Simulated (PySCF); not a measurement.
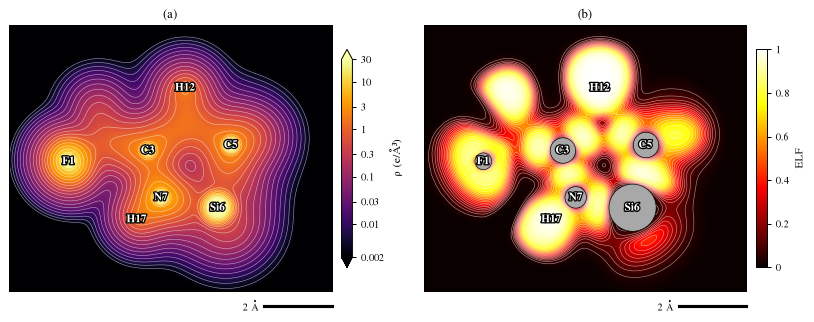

Figure 1: C4H10FNSi (SMILES FC[C@H]1CC[SiH2]N1). (a) electron density; (b) ELF on the plane of atoms C5, Si6 and N7. Grey discs cover the atomic cores in the ELF map.

Geometry: GFN2-xTB.

Level of theory: PBE0/pcSseg-1, SCF density, gas phase, non-relativistic in PySCF 2.14.0.

```
atom    x (Å)    y (Å)    z (Å)
   F   2.9558   0.7785   0.4883
   C   2.0939  -0.2762   0.2907
   C   0.7557   0.2241  -0.2456
   C  -0.1431  -0.9402  -0.6672
   C  -1.5822  -0.4323  -0.7233
  Si  -1.6747   0.8274   0.6997
   N   0.0330   0.9400   0.7840
   H   2.5809  -0.9509  -0.4202
   H   1.9675  -0.7656   1.2611
   H   0.9646   0.8756  -1.1098
   H  -0.0681  -1.7195   0.0940
   H   0.1843  -1.3594  -1.6201
   H  -2.2842  -1.2588  -0.6491
   H  -1.7665   0.0580  -1.6790
   H  -2.3762   2.0531   0.3029
   H  -2.2120   0.2903   1.9524
   H   0.5643   1.6678   1.2311
```

Question: Read the bonding off the picture.

Answer: The section cuts through F, C, Si, N and H sites.
C–N (1.45 Å): ρ is about 1.9 e/Å³ halfway; the ELF peaks at about 0.90 between the atoms: localised, covalent bonding.
Si–N (1.71 Å): ρ at the midpoint is about 1.1 e/Å³; the ELF peaks at about 0.90 between the atoms; a shared but strongly polarised pair.
C–Si (1.90 Å): ρ is about 0.92 e/Å³ halfway; the ELF peaks at about 0.95 between the atoms (localised, covalent bonding).
N–H (1.01 Å): ρ at the midpoint is about 2.8 e/Å³; the ELF climbs to about 1 towards the hydrogen, as it does in any bond to H: an ordinary covalent bond to hydrogen.
The ELF also peaks beside F1, away from the bonds: lone-pair regions.
